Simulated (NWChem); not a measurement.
# One shape, several levels: doublet [SCl2O2]+

Aim: a comparison of 4 runs (U-wB97X/cc-pVDZ, UBHLYP/cc-pVDZ, UCAM-B3LYP/cc-pVDZ, UM06-2X/cc-pVDZ) of doublet [SCl2O2]+. 

The calculation is run with NWChem 7.3.0.

2 further runs of the same task are left out: 2 that didn't finish.

## 1. The system as given

[SCl2O2]+ has 5 atoms, charge +1, and is taken as a doublet. SMILES of the parent species: `O=S(=O)(Cl)Cl`. The coordinates come from a PBE0-D4/def2-TZVP relaxation. That shape belongs to the parent species and isn't relaxed for this state.

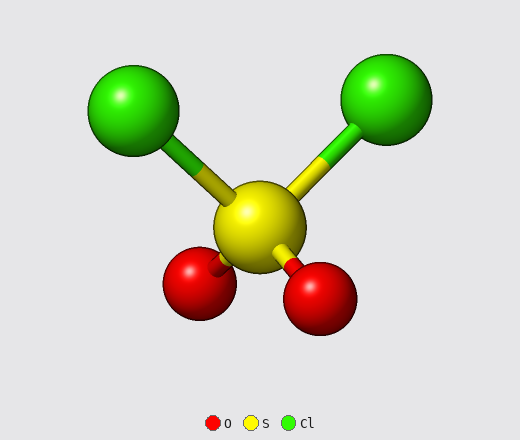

Viewed from a chosen angle; oxygen red, sulfur yellow, chlorine green.

## 2. A single-point energy at U-wB97X/cc-pVDZ (run 1)

File cl2o2s.nw:

```
start cl2o2s
memory stack 880 mb heap 220 mb global 1100 mb
charge 1

geometry noautosym nocenter noautoz
 O        0.866100       0.300300      -1.246600
 S       -0.068500       0.126800      -0.197800
 O       -1.381700       0.653700      -0.241000
 Cl      -0.209600      -1.845200       0.179900
 Cl       0.793700       0.764400       1.505600
end

basis spherical bse
 * library cc-pVDZ
end

dft
 xc wb97x
 mult 2
 grid xfine
 convergence energy 1e-08
 maxiter 100
 mulliken
end

task dft energy
```

The run is started by

```sh
nwchem cl2o2s.nw > cl2o2s.out
```

The log of the run:

```text
[...]
          Wavefunction type:  spin polarized.
          No. of atoms     :     5
          No. of electrons :    65
[...]
          Charge           :     1
          Spin multiplicity:     2
[...]
          AO basis - number of functions:    82
[...]
              XC Information
              --------------
                       wb97x  Method XC Functional
                     Hartree-Fock (Exact) Exchange  1.000
                         wb97x Exchange Functional  1.000
                      wb97x Correlation Functional  1.000
[...]
 d= 0,ls=0.0,diis     1  -1468.2442391295 -1.87D+03  9.09D-03  5.54D-01    14.8
[...]
 d= 0,ls=0.0,diis    18  -1468.4466821666 -5.98D-09  1.27D-07  9.47D-10   260.8
[...]
         Total DFT energy =    -1468.446682166573
      One electron energy =    -2814.402481604624
           Coulomb energy =     1040.132242181435
    Exchange-Corr. energy =      -99.042614226052
 Nuclear repulsion energy =      404.866171482669
[...]
      Total Density - Mulliken Population Analysis
     ---------------------------------------------
    Atom       Charge   Shell Charges
 -----------   ------   -------------------------------------------------------
    1 O    8     8.19   2.01  0.88  0.95  2.77  1.56  0.02
    2 S   16    15.26   2.00  2.03  0.96  0.35  6.01  2.17  0.80  0.94
    3 O    8     8.19   2.01  0.88  0.95  2.77  1.56  0.02
    4 Cl  17    16.69   2.00  2.03  1.01  0.92  6.00  3.01  1.67  0.04
    5 Cl  17    16.68   2.00  2.03  1.01  0.92  6.00  3.01  1.67  0.04
[...]
      <S2> =      0.7579 (Exact =     0.7500)
[...]
```

Run time: 4.4 min. Hardware: 1 thread of Intel Xeon Platinum 8259CL at 2.50GHz (Skylake/Cascade Lake), shared host; peak memory 0.13 GiB.

## 3. The energy at UBHLYP/cc-pVDZ (run 2)

File a.nw:

```
start a
memory total 2200 mb
charge 1

geometry noautosym nocenter noautoz
  O        0.866100       0.300300      -1.246600
  S       -0.068500       0.126800      -0.197800
  O       -1.381700       0.653700      -0.241000
  Cl      -0.209600      -1.845200       0.179900
  Cl       0.793700       0.764400       1.505600
end

basis "ao basis" spherical bse
  * library cc-pVDZ
end

dft
  xc bhlyp
  mult 2
  grid xfine
  convergence energy 1e-08
  maxiter 100
  mulliken
  noprint "final vectors analysis"
end

task dft energy
```

The run is started by

```sh
nwchem a.nw > a.out
```

The log of the run:

```text
[...]
          Wavefunction type:  spin polarized.
          No. of atoms     :     5
          No. of electrons :    65
[...]
          Charge           :     1
          Spin multiplicity:     2
[...]
          AO basis - number of functions:    82
[...]
              XC Information
              --------------
                        BHLYP Method XC Functional
                     Hartree-Fock (Exact) Exchange  0.500
                        Slater Exchange Functional  0.500 local
                    Becke 1988 Exchange Functional  0.500 non-local
              Lee-Yang-Parr Correlation Functional  1.000
[...]
 d= 0,ls=0.0,diis     1  -1468.2273746920 -1.87D+03  9.48D-03  4.74D-01    12.7
[...]
 d= 0,ls=0.0,diis    15  -1468.4072999124 -5.47D-09  3.42D-07  4.44D-10   147.4
[...]
         Total DFT energy =    -1468.407299912448
      One electron energy =    -2814.265268492779
           Coulomb energy =     1040.035424509272
    Exchange-Corr. energy =      -99.043627411610
 Nuclear repulsion energy =      404.866171482669
[...]
      Total Density - Mulliken Population Analysis
     ---------------------------------------------
    Atom       Charge   Shell Charges
 -----------   ------   -------------------------------------------------------
    1 O    8     8.26   2.01  0.88  0.96  2.77  1.62  0.02
    2 S   16    15.14   2.00  2.02  0.98  0.32  6.00  2.13  0.76  0.93
    3 O    8     8.26   2.01  0.88  0.96  2.77  1.62  0.02
    4 Cl  17    16.67   2.00  2.02  1.03  0.91  6.00  2.99  1.68  0.04
    5 Cl  17    16.67   2.00  2.02  1.03  0.91  6.00  2.99  1.68  0.04
[...]
      <S2> =      0.7591 (Exact =     0.7500)
[...]
```

Wall time 2.5 min (1 thread of Intel Xeon Platinum 8259CL at 2.50GHz (Skylake/Cascade Lake), shared host); peak memory 0.13 GiB.

## 4. The energy at UCAM-B3LYP/cc-pVDZ (run 3)

File run.py:

```python
from ase import Atoms
from ase.calculators.nwchem import NWChem

mol = Atoms('OSOClCl', positions=[
    [0.866100, 0.300300, -1.246600],
    [-0.068500, 0.126800, -0.197800],
    [-1.381700, 0.653700, -0.241000],
    [-0.209600, -1.845200, 0.179900],
    [0.793700, 0.764400, 1.505600],
])

calc = NWChem(
    label='cl2o2s',
    theory='dft',
    memory='2200 mb',
    basis='cc-pVDZ',
    basispar='spherical bse',
    charge=1,
    dft={'xc': 'xcamb88 1.00 lyp 0.81 vwn_5 0.19 hfexch 1.00', 'cam': '0.33 cam_alpha 0.19 cam_beta 0.46', 'mult': '2', 'grid': 'xfine', 'convergence': 'energy 1e-08', 'direct': None, 'iterations': '100', 'mulliken': None},
    task='energy',
)
mol.calc = calc

e = mol.get_potential_energy()
print(f"E = {e:.6f} eV")
```

The run is started by

```sh
export ASE_NWCHEM_COMMAND="nwchem PREFIX.nwi > PREFIX.nwo"
python run.py
```

The log of the run:

```text
E = -39959.525405 eV
```

The calculator wrote cl2o2s.nwi:

```
title "cl2o2s"

permanent_dir cl2o2s

scratch_dir cl2o2s

start cl2o2s

geometry units angstrom nocenter noautosym noautoz
  O  8.6609999999999998e-01 3.0030000000000001e-01 -1.2465999999999999e+00
  S  -6.8500000000000005e-02 1.2680000000000000e-01 -1.9780000000000000e-01
  O  -1.3816999999999999e+00 6.5369999999999995e-01 -2.4099999999999999e-01
  Cl -2.0960000000000001e-01 -1.8452000000000000e+00 1.7990000000000000e-01
  Cl 7.9369999999999996e-01 7.6439999999999997e-01 1.5056000000000000e+00
end

charge 1

memory 2200 mb

basis spherical bse noprint
   * library cc-pVDZ
end

dft
  xc xcamb88 1.00 lyp 0.81 vwn_5 0.19 hfexch 1.00
  cam 0.33 cam_alpha 0.19 cam_beta 0.46
  mult 2
  grid xfine
  convergence energy 1e-08
  direct
  iterations 100
  mulliken
end

task dft energy
```

cl2o2s.nwo:

```text
Northwest Computational Chemistry Package (NWChem) 7.3.0
             --------------------------------------------------------

           Job information
           ---------------

    nwchem branch   = 7.3.0
    use scalapack   = T
    input           = cl2o2s.nwi
    prefix          = cl2o2s.
    data base       = cl2o2s/cl2o2s.db
    status          = startup
    nproc           =        1

           Memory information
           ------------------

[... 5 lines left out ...]
    hardfail = no
[... 38 lines left out ...]
            Nuclear Dipole moment (a.u.)
[... 79 lines left out ...]
          Convergence on density requested:  1.00D-05
[... 32 lines left out ...]
          Convergence aids based upon iterative change in
[... 31 lines left out ...]
 2-e energy   =     932.326209
[... 54 lines left out ...]
           Coulomb energy =     1040.175628077774
[... 579 lines left out ...]
                     DFT Final Beta Molecular Orbital Analysis
[... 672 lines left out ...]
     Multipole analysis of the density
     ---------------------------------

     L   x y z        total         alpha         beta         nuclear
     -   - - -        -----         -----         ----         -------
     0   0 0 0      1.000000    -33.000000    -32.000000     66.000000

     1   1 0 0      0.461433     -4.424734     -4.012364      8.898531
[... 8 lines of this table left out ...]
     2   0 0 2    -28.956472   -111.093582   -105.733224    187.870334

 Task  times  cpu:      280.9s     wall:      280.9s
 Total times  cpu:      281.0s     wall:      281.0s
```

It took 4.7 min on 1 thread of Intel Xeon Platinum 8259CL at 2.50GHz (Skylake/Cascade Lake), shared host; peak memory 0.13 GiB.

## 5. A single-point energy at UM06-2X/cc-pVDZ (run 4)

File run.py:

```python
from ase import Atoms
from ase.calculators.nwchem import NWChem

system = Atoms('OSOClCl', positions=[
    [0.866100, 0.300300, -1.246600],
    [-0.068500, 0.126800, -0.197800],
    [-1.381700, 0.653700, -0.241000],
    [-0.209600, -1.845200, 0.179900],
    [0.793700, 0.764400, 1.505600],
])

calc = NWChem(
    label='cl2o2s',
    theory='dft',
    memory='2200 mb',
    basis='cc-pVDZ',
    basispar='spherical bse',
    charge=1,
    dft={'xc': 'm06-2x', 'mult': '2', 'grid': 'xfine', 'convergence': 'energy 1e-08', 'iterations': '100', 'mulliken': None},
    task='energy',
)
system.calc = calc

print(f"energy = {system.get_potential_energy():.6f} eV")
```

The run is started by

```sh
export ASE_NWCHEM_COMMAND="nwchem PREFIX.nwi > PREFIX.nwo"
python run.py
```

The log of the run:

```text
energy = -39956.730987 eV
```

The calculator wrote cl2o2s.nwi:

```
title "cl2o2s"

permanent_dir cl2o2s

scratch_dir cl2o2s

start cl2o2s

geometry units angstrom nocenter noautosym noautoz
  O  8.6609999999999998e-01 3.0030000000000001e-01 -1.2465999999999999e+00
  S  -6.8500000000000005e-02 1.2680000000000000e-01 -1.9780000000000000e-01
  O  -1.3816999999999999e+00 6.5369999999999995e-01 -2.4099999999999999e-01
  Cl -2.0960000000000001e-01 -1.8452000000000000e+00 1.7990000000000000e-01
  Cl 7.9369999999999996e-01 7.6439999999999997e-01 1.5056000000000000e+00
end

charge 1

memory 2200 mb

basis spherical bse noprint
   * library cc-pVDZ
end

dft
  xc m06-2x
  mult 2
  grid xfine
  convergence energy 1e-08
  iterations 100
  mulliken
end

task dft energy
```

cl2o2s.nwo:

```text
Northwest Computational Chemistry Package (NWChem) 7.3.0
             --------------------------------------------------------

           Job information
           ---------------

    nwchem branch   = 7.3.0
    use scalapack   = T
    input           = cl2o2s.nwi
    prefix          = cl2o2s.
    data base       = cl2o2s/cl2o2s.db
    status          = startup
    nproc           =        1

           Memory information
           ------------------

[... 5 lines left out ...]
    hardfail = no
[... 38 lines left out ...]
            Nuclear Dipole moment (a.u.)
[... 77 lines left out ...]
          Convergence on density requested:  1.00D-05
[... 25 lines left out ...]
          Convergence aids based upon iterative change in
[... 31 lines left out ...]
 2-e energy   =     932.326209
[... 54 lines left out ...]
           Coulomb energy =     1040.147708366863
[... 580 lines left out ...]
                     DFT Final Beta Molecular Orbital Analysis
[... 673 lines left out ...]
     Multipole analysis of the density
     ---------------------------------

     L   x y z        total         alpha         beta         nuclear
     -   - - -        -----         -----         ----         -------
     0   0 0 0      1.000000    -33.000000    -32.000000     66.000000

     1   1 0 0      0.480797     -4.436325     -3.981408      8.898531
[... 8 lines of this table left out ...]
     2   0 0 2    -29.063541   -111.141830   -105.792045    187.870334

 Task  times  cpu:      193.0s     wall:      193.0s
 Total times  cpu:      193.1s     wall:      193.1s
```

Wall time 3.2 min (1 thread of Intel Xeon Platinum 8259CL at 2.50GHz (Skylake/Cascade Lake), shared host); peak memory 0.13 GiB.

## 6. Overview of the runs

```csv
run,level,energy (Eh),HOMO energy (eV),LUMO energy (eV),⟨S²⟩,wall time
1,U-wB97X/cc-pVDZ,-1468.446682,-18.45,-12.95,0.758,4.4 min
2,UBHLYP/cc-pVDZ,-1468.407300,–,–,0.759,2.5 min
3,UCAM-B3LYP/cc-pVDZ,-1468.485485,-17.37,-13.66,0.757,4.7 min
4,UM06-2X/cc-pVDZ,-1468.382792,-17.47,-14.06,0.756,3.2 min
```

## 7. Outcome

```
                                 quantity           value
                      run 4: total energy  -1468.38279 Eh
run 4: HOMO energy (highest over α and β)       -17.47 eV
 run 4: LUMO energy (lowest over α and β)       -14.06 eV
                              run 4: ⟨S²⟩           0.756
```

Totals of different functionals can't be ranked against each other. All runs together took 15 min, the longest 4.7 min.
